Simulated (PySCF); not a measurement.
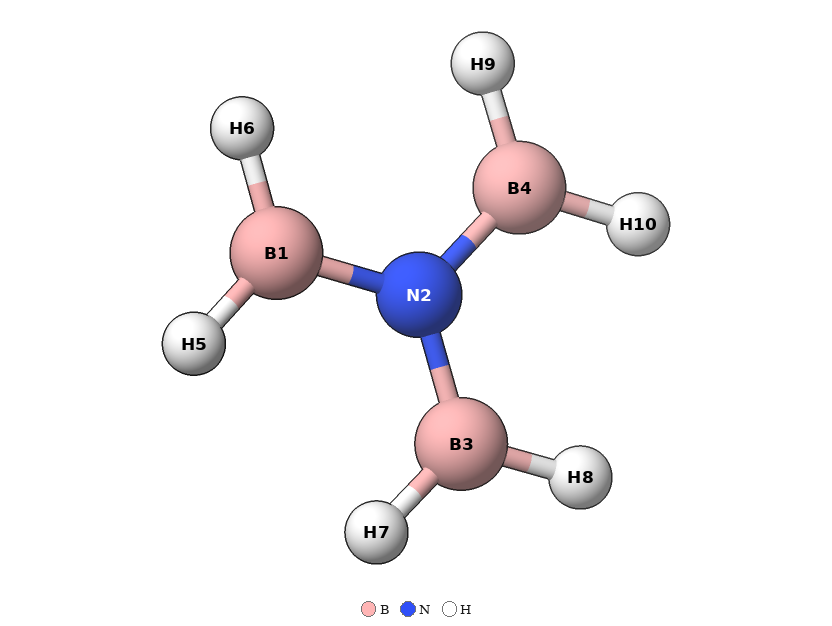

Computed geometry: PBE0-D3(BJ)/def2-SVP optimisation. No frequency run is at hand to confirm it as a minimum. Properties computed with B3LYP/pcJ-1 indirect spin-spin coupling, non-relativistic, gas phase (PySCF 2.14.0). Isotopes: 11B, 1H, 15N.

Give the spin–spin coupling constants of these pairs, with the number of bonds between them: B1/H6, B4/H10, N2/H5, N2/H9, N2/H8, B3/B4, B1/H9, B1/H7, B3/H5.

```tsv
pair	bonds apart	J (Hz)
B1, H6	1	149.1
B4, H10	1	149.1
N2, H5	2	−3.3
N2, H9	2	−3.3
N2, H8	2	−3.3
B3, B4	2	1.6
B1, H9	3	5.9
B1, H7	3	5.9
B3, H5	3	5.9
```
